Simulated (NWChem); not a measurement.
**Run report: AlN2H4Br, energy and gradient calculation (part 2 of 2)**

AlN2H4Br; HF/3-21G, RHF (NWChem 7.3.0). The geometry comes from this level: PBE0-D4/def2-TZVP.

Geometry of the input (Å):
```
N  -0.2689  1.5552  -0.1035
Al -0.1632  -0.1720  -0.4122
N  0.5596  -1.3175  0.7080
Br -1.0033  -0.9627  -2.3535
H  -0.6830  2.2104  -0.7452
H  0.0658  2.0277  0.7192
H  0.9661  -1.0918  1.6002
H  0.6191  -2.3062  0.5311
```

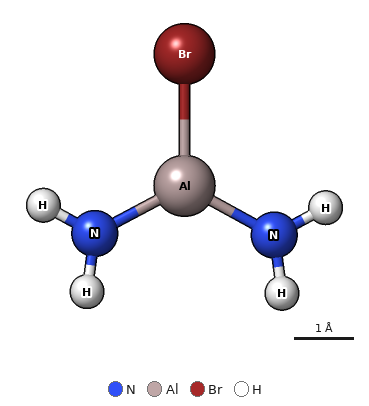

**Figure 1.** The structure (ball-and-stick view, seen on its broad side). Sticks mark near contacts.

## Output, continued
```
 Vector   26  Occ=2.000000D+00  E=-6.299005D-01
              MO Center=  1.9D-01,  1.6D-01,  4.0D-01, r^2= 4.0D+00
   Bfn.  Coefficient  Atom+Function         Bfn.  Coefficient  Atom+Function
  ----- ------------  ---------------      ----- ------------  ---------------
     5      0.240008  1 N  pz                 9      0.233627  1 N  pz
    27     -0.191871  3 N  pz                31     -0.183859  3 N  pz
    26     -0.172765  3 N  py                30     -0.172718  3 N  py
    56      0.166279  6 H  s                 58     -0.166150  7 H  s

 Vector   27  Occ=2.000000D+00  E=-6.122568D-01
              MO Center=  2.5D-02,  4.2D-03,  2.3D-02, r^2= 3.5D+00
   Bfn.  Coefficient  Atom+Function         Bfn.  Coefficient  Atom+Function
  ----- ------------  ---------------      ----- ------------  ---------------
     8      0.280406  1 N  py                15     -0.260810  2 Al s
     4      0.245749  1 N  py                11      0.207479  2 Al s
    31      0.190149  3 N  pz                30     -0.178545  3 N  py
    27      0.167976  3 N  pz                26     -0.155262  3 N  py

 Vector   28  Occ=2.000000D+00  E=-5.377868D-01
              MO Center=  8.7D-02,  6.4D-02,  1.7D-01, r^2= 3.2D+00
   Bfn.  Coefficient  Atom+Function         Bfn.  Coefficient  Atom+Function
  ----- ------------  ---------------      ----- ------------  ---------------
     8      0.331519  1 N  py                 4      0.284221  1 N  py
    30      0.253538  3 N  py                26      0.216797  3 N  py
    31     -0.178319  3 N  pz                17     -0.171708  2 Al py
     6     -0.169846  1 N  s                 28      0.169839  3 N  s
    27     -0.153491  3 N  pz

 Vector   29  Occ=2.000000D+00  E=-4.518278D-01
              MO Center= -8.5D-01, -8.2D-01, -2.0D+00, r^2= 2.8D+00
   Bfn.  Coefficient  Atom+Function         Bfn.  Coefficient  Atom+Function
  ----- ------------  ---------------      ----- ------------  ---------------
    48      0.418283  4 Br pz                44      0.376679  4 Br pz
    40     -0.258007  4 Br pz                18     -0.200387  2 Al pz
    46      0.181034  4 Br px                47      0.170372  4 Br py
    42      0.163014  4 Br px                43      0.153421  4 Br py

 Vector   30  Occ=2.000000D+00  E=-4.298242D-01
              MO Center= -2.2D-01, -2.2D-01, -5.4D-01, r^2= 4.4D+00
   Bfn.  Coefficient  Atom+Function         Bfn.  Coefficient  Atom+Function
  ----- ------------  ---------------      ----- ------------  ---------------
     7      0.278546  1 N  px                29      0.278610  3 N  px
    46      0.255131  4 Br px                42      0.235982  4 Br px
     3      0.221098  1 N  px                25      0.221143  3 N  px
    38     -0.158354  4 Br px                20      0.150874  2 Al px

 Vector   31  Occ=2.000000D+00  E=-3.987579D-01
              MO Center= -9.6D-01, -9.3D-01, -2.3D+00, r^2= 1.8D+00
   Bfn.  Coefficient  Atom+Function         Bfn.  Coefficient  Atom+Function
  ----- ------------  ---------------      ----- ------------  ---------------
    47      0.553662  4 Br py                43      0.457226  4 Br py
    39     -0.311190  4 Br py                46     -0.159391  4 Br px
    48     -0.156532  4 Br pz

 Vector   32  Occ=2.000000D+00  E=-3.904015D-01
              MO Center= -6.5D-01, -6.3D-01, -1.5D+00, r^2= 4.0D+00
   Bfn.  Coefficient  Atom+Function         Bfn.  Coefficient  Atom+Function
  ----- ------------  ---------------      ----- ------------  ---------------
    46      0.487864  4 Br px                42      0.364180  4 Br px
    38     -0.252896  4 Br px                48     -0.240689  4 Br pz
     7     -0.223442  1 N  px                29     -0.223698  3 N  px
    44     -0.179653  4 Br pz                 3     -0.161436  1 N  px
    25     -0.161608  3 N  px

 Vector   33  Occ=2.000000D+00  E=-3.808105D-01
              MO Center=  1.5D-01,  1.2D-01,  3.0D-01, r^2= 3.2D+00
   Bfn.  Coefficient  Atom+Function         Bfn.  Coefficient  Atom+Function
  ----- ------------  ---------------      ----- ------------  ---------------
     7      0.425327  1 N  px                29     -0.425085  3 N  px
     3      0.294489  1 N  px                25     -0.294304  3 N  px
     9     -0.209547  1 N  pz                31      0.209645  3 N  pz

 Vector   34  Occ=0.000000D+00  E= 1.336841D-01
              MO Center= -2.0D-01, -2.2D-01, -5.5D-01, r^2= 5.2D+00
   Bfn.  Coefficient  Atom+Function         Bfn.  Coefficient  Atom+Function
  ----- ------------  ---------------      ----- ------------  ---------------
    19      1.632235  2 Al s                  6     -0.568938  1 N  s
    28     -0.568941  3 N  s                 45     -0.559228  4 Br s
    48     -0.409857  4 Br pz                15     -0.198049  2 Al s
    11     -0.196048  2 Al s                 46     -0.180400  4 Br px
    47     -0.167809  4 Br py

 Vector   35  Occ=0.000000D+00  E= 1.408868D-01
              MO Center= -1.7D-01, -1.6D-01, -3.6D-01, r^2= 5.0D+00
   Bfn.  Coefficient  Atom+Function         Bfn.  Coefficient  Atom+Function
  ----- ------------  ---------------      ----- ------------  ---------------
    20      0.841600  2 Al px                22     -0.413779  2 Al pz
     7     -0.285001  1 N  px                29     -0.285670  3 N  px
    46     -0.247678  4 Br px                16      0.189462  2 Al px

 Vector   36  Occ=0.000000D+00  E= 1.982932D-01
              MO Center=  3.9D-02,  1.8D-02,  5.5D-02, r^2= 6.5D+00
   Bfn.  Coefficient  Atom+Function         Bfn.  Coefficient  Atom+Function
  ----- ------------  ---------------      ----- ------------  ---------------
    22      1.381235  2 Al pz                45      0.927888  4 Br s
    20      0.597558  2 Al px                21      0.562618  2 Al py
     6     -0.389926  1 N  s                 28     -0.389819  3 N  s
    48      0.366827  4 Br pz                55      0.207757  5 H  s
    61      0.207711  8 H  s                 46      0.158783  4 Br px

 Vector   37  Occ=0.000000D+00  E= 2.115514D-01
              MO Center= -1.9D-01, -2.0D-01, -4.8D-01, r^2= 7.0D+00
   Bfn.  Coefficient  Atom+Function         Bfn.  Coefficient  Atom+Function
  ----- ------------  ---------------      ----- ------------  ---------------
    21      1.354526  2 Al py                 6     -0.694912  1 N  s
    28      0.694944  3 N  s                 20     -0.390851  2 Al px
    22     -0.382718  2 Al pz                47     -0.313148  4 Br py

 Vector   38  Occ=0.000000D+00  E= 3.042366D-01
              MO Center= -1.5D-01, -1.6D-01, -3.8D-01, r^2= 6.1D+00
   Bfn.  Coefficient  Atom+Function         Bfn.  Coefficient  Atom+Function
  ----- ------------  ---------------      ----- ------------  ---------------
    15      0.749934  2 Al s                 18     -0.670886  2 Al pz
    55     -0.623319  5 H  s                 61     -0.623151  8 H  s
    19     -0.583578  2 Al s                 57      0.472255  6 H  s
    59      0.472518  7 H  s                 22      0.427320  2 Al pz
     9     -0.411630  1 N  pz                30     -0.361214  3 N  py

 Vector   39  Occ=0.000000D+00  E= 3.429461D-01
              MO Center=  2.7D-01,  2.3D-01,  5.8D-01, r^2= 6.8D+00
   Bfn.  Coefficient  Atom+Function         Bfn.  Coefficient  Atom+Function
  ----- ------------  ---------------      ----- ------------  ---------------
    19      1.131761  2 Al s                 57     -0.995838  6 H  s
    59     -0.997896  7 H  s                 55     -0.775797  5 H  s
    61     -0.774490  8 H  s                  6      0.716126  1 N  s
    28      0.716635  3 N  s                  8      0.559797  1 N  py
    22      0.490844  2 Al pz                31      0.373289  3 N  pz

 Vector   40  Occ=0.000000D+00  E= 3.523018D-01
              MO Center=  3.4D-01,  3.0D-01,  7.5D-01, r^2= 6.2D+00
   Bfn.  Coefficient  Atom+Function         Bfn.  Coefficient  Atom+Function
  ----- ------------  ---------------      ----- ------------  ---------------
    57      1.089416  6 H  s                 59     -1.087374  7 H  s
     9     -0.589493  1 N  pz                55     -0.515299  5 H  s
    61      0.517053  8 H  s                 30      0.470644  3 N  py
    21     -0.442537  2 Al py                31      0.441930  3 N  pz
    17      0.388826  2 Al py                 6     -0.333401  1 N  s

 Vector   41  Occ=0.000000D+00  E= 3.624568D-01
              MO Center= -1.4D-01, -1.5D-01, -3.7D-01, r^2= 4.3D+00
   Bfn.  Coefficient  Atom+Function         Bfn.  Coefficient  Atom+Function
  ----- ------------  ---------------      ----- ------------  ---------------
    16      1.219292  2 Al px                20     -0.950606  2 Al px
    18     -0.601031  2 Al pz                22      0.468973  2 Al pz
    12     -0.286275  2 Al px                17      0.180632  2 Al py

 Vector   42  Occ=0.000000D+00  E= 3.778998D-01
              MO Center=  3.1D-03, -1.5D-02, -2.7D-02, r^2= 7.7D+00
   Bfn.  Coefficient  Atom+Function         Bfn.  Coefficient  Atom+Function
  ----- ------------  ---------------      ----- ------------  ---------------
    55      1.237392  5 H  s                 61     -1.237155  8 H  s
    21     -1.067879  2 Al py                 6     -0.622519  1 N  s
    28      0.622728  3 N  s                  8     -0.604357  1 N  py
    57      0.603063  6 H  s                 59     -0.603873  7 H  s
    30     -0.527977  3 N  py                20      0.307448  2 Al px

 Vector   43  Occ=0.000000D+00  E= 3.807679D-01
              MO Center= -1.3D-01, -1.4D-01, -3.2D-01, r^2= 5.3D+00
   Bfn.  Coefficient  Atom+Function         Bfn.  Coefficient  Atom+Function
  ----- ------------  ---------------      ----- ------------  ---------------
    15      1.612562  2 Al s                 19     -1.153678  2 Al s
    55      0.616041  5 H  s                 61      0.617327  8 H  s
    57     -0.590814  6 H  s                 59     -0.589776  7 H  s
     9      0.438253  1 N  pz                31      0.438014  3 N  pz
    22      0.364886  2 Al pz                45      0.271050  4 Br s

 Vector   44  Occ=0.000000D+00  E= 5.505217D-01
              MO Center=  5.7D-02,  3.5D-02,  9.7D-02, r^2= 3.9D+00
   Bfn.  Coefficient  Atom+Function         Bfn.  Coefficient  Atom+Function
  ----- ------------  ---------------      ----- ------------  ---------------
    18      1.292935  2 Al pz                15      1.038308  2 Al s
    22     -0.768082  2 Al pz                57      0.621035  6 H  s
    59      0.621110  7 H  s                 19     -0.595857  2 Al s
    16      0.558699  2 Al px                17      0.526683  2 Al py
    30     -0.509605  3 N  py                55     -0.456883  5 H  s

 center of mass
 --------------
 x =  -1.08182436 y =  -1.05277016 z =  -2.56548977

 moments of inertia (a.u.)
 ------------------
        1099.294336252614         -48.449922657729        -324.706869482940
         -48.449922657729         875.320728773877        -212.120024098563
        -324.706869482940        -212.120024098563         529.865392346049

  Mulliken analysis of the total density
  --------------------------------------

    Atom       Charge   Shell Charges
 -----------   ------   -------------------------------------------------------
    1 N    7     8.13   1.99  0.35  1.83  1.32  2.65
    2 Al  13    11.60   2.00  1.98  5.88  0.50  0.92  0.07  0.25
    3 N    7     8.13   1.99  0.35  1.83  1.32  2.65
    4 Br  35    35.47   2.00  2.00  5.99  2.00  5.97  0.74  2.31  1.28  3.18 10.00
    5 H    1     0.67   0.44  0.23
    6 H    1     0.67   0.44  0.23
    7 H    1     0.67   0.44  0.23
    8 H    1     0.67   0.44  0.23

       Multipole analysis of the density wrt the origin
       ------------------------------------------------

     L   x y z        total         open         nuclear
     -   - - -        -----         ----         -------
     0   0 0 0     -0.000000      0.000000     66.000000

     1   1 0 0      0.508440      0.000000    -64.693257
     1   0 1 0      0.478385      0.000000    -63.166926
     1   0 0 1      1.174636      0.000000   -153.812924

     2   2 0 0    -32.968452      0.000000    143.068601
     2   1 1 0     -1.698347      0.000000     79.361570
     2   1 0 1     -1.423822      0.000000    317.532256
     2   0 2 0    -29.739592      0.000000    276.441378
     2   0 1 1     -2.625611      0.000000    247.848373
     2   0 0 2    -36.271409      0.000000    726.967298

                              NWChem Gradients Module
                              -----------------------

                                     AlBrH4N2

  wavefunction    =   RHF

                         RHF ENERGY GRADIENTS

    atom               coordinates                        gradient
                 x          y          z           x          y          z
   1 N      -0.508147   2.938902  -0.195587    0.001067  -0.008329  -0.000349
   2 Al     -0.308403  -0.325033  -0.778945   -0.006769  -0.006425  -0.015717
   3 N       1.057491  -2.489714   1.337926   -0.003200   0.006299  -0.004584
   4 Br     -1.895962  -1.819239  -4.447470    0.008214   0.007737   0.019003
   5 H      -1.290683   4.177050  -1.408224   -0.001452   0.001223  -0.002571
   6 H       0.124344   3.831797   1.359091    0.000973   0.001922   0.002564
   7 H       1.825664  -2.063203   3.023940    0.001447   0.000340   0.003044
   8 H       1.169929  -4.358086   1.003633   -0.000279  -0.002767  -0.001390

                 ----------------------------------------
                 |  Time  |  1-e(secs)   |  2-e(secs)   |
                 ----------------------------------------
                 |  CPU   |       0.00   |       1.14   |
                 ----------------------------------------
                 |  WALL  |       0.00   |       1.14   |
                 ----------------------------------------

 Task  times  cpu:        4.2s     wall:        4.2s
 Total times  cpu:        4.2s     wall:        4.2s
```

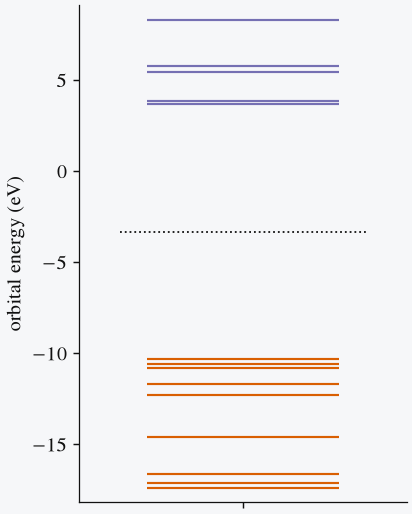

**Figure 2.** Orbital energies near the frontier; the dotted line parts filled from empty levels, and levels within 0.02 eV of each other stand side by side. Highest filled −10.36 eV, lowest empty 3.64 eV, 14.00 eV apart.

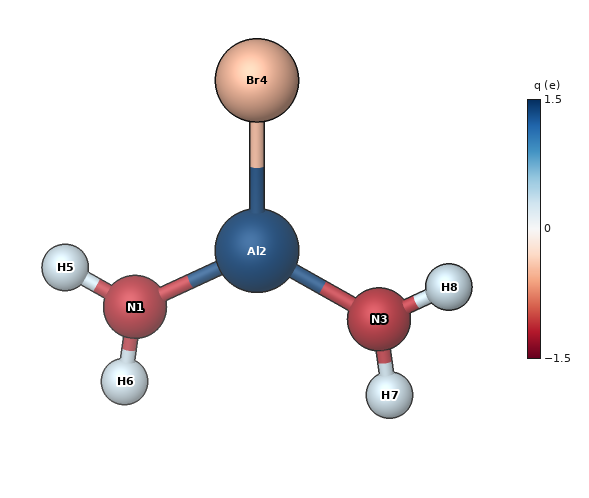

**Figure 3.** Mulliken charges, as the colour of each atom (ball-and-stick view, seen at a tilt; atoms are numbered from 1 in the order of the input). By element: N −1.13, Al +1.40, Br −0.47 and H +0.33 e.

## Key numbers

```json
{"quantity": "outcome", "value": "converged"}
{"quantity": "total energy", "value": "−2911.410763 hartree"}
{"quantity": "basis functions", "value": "61"}
{"quantity": "largest force", "value": "1.136 eV/Å"}
{"quantity": "HOMO", "value": "−10.36 eV"}
{"quantity": "LUMO", "value": "3.64 eV"}
{"quantity": "dipole moment", "value": "3.47 D"}
{"quantity": "wall time", "value": "4.8 s"}
{"quantity": "peak memory", "value": "0.1 GiB"}
```
